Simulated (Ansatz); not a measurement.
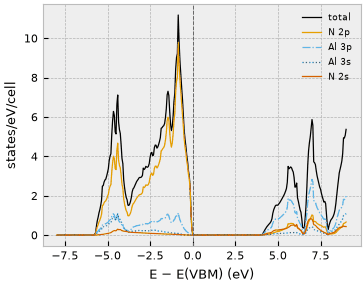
*Total and projected density of states of AlN in space group P6_3mc (No. 186; Al on 2a, Al on 2b, N on 2a, N on 2b), the program Ansatz at the PBE level (PAW)*

Which orbitals carry the states next to the gap?

Top 1 eV of the valence band: N 2p 90 %, Al 3p 8 %. Bottom 1 eV of the conduction band: Al 3p 54 %, N 2s 18 %, N 2p 9 %, Al 3s 6 %, outside the projected shells 13 %. Projections are on Löwdin-orthogonalised atomic valence shells; empty p or d shells of many metals are not among them.

Where is the tallest occupied peak in this window, and what makes it?

Near -0.8 eV, about 11 states/eV per cell; the largest projected share is N 2p.

The cell is a constructed one: a structure type filled with these elements. Its sites differ from those of the usual phase in this space group: another stacking or structure type. The cell was relaxed with PBE under the symmetry of its start; phonons on a q-mesh show no instability.

Potentials: the later of the program's two PAW sets.
